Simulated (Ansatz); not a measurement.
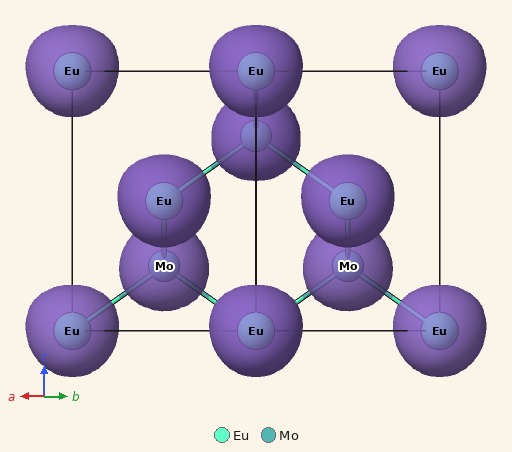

Figure 1: EuMo. Isosurface of the valence pseudo-density at 0.5 e/Å³ (purple), seen along [110]. Sticks mark near contacts.

Space group F-43m; a structure generated by program, which may or may not match a known phase; no Hubbard U on the f states and no spin–orbit coupling; spin-polarised.

Method: DFT PBE, scalar-relativistic, plane waves, PAW in Ansatz 0.2.0.

How is the density connected at this value?

Answer. At this value the density breaks into separate islands; it holds about 80 % of the electrons treated as valence (semicore included). It bridges none of the near contacts. It is pinched off along the sampled Eu–Mo (2.68 Å) contacts. On the grid the lowest density along these lines, outside the cores, is 0.37 e/Å³ (Eu–Mo, 2.68 Å).

How are the moments arranged in this solution?

Answer. Ferrimagnetic (opposed moments on unlike sites) in this solution; site moments Eu: +6.2 μB (×4); Mo: −2.1 μB (×4) in one cell of 8 atoms.
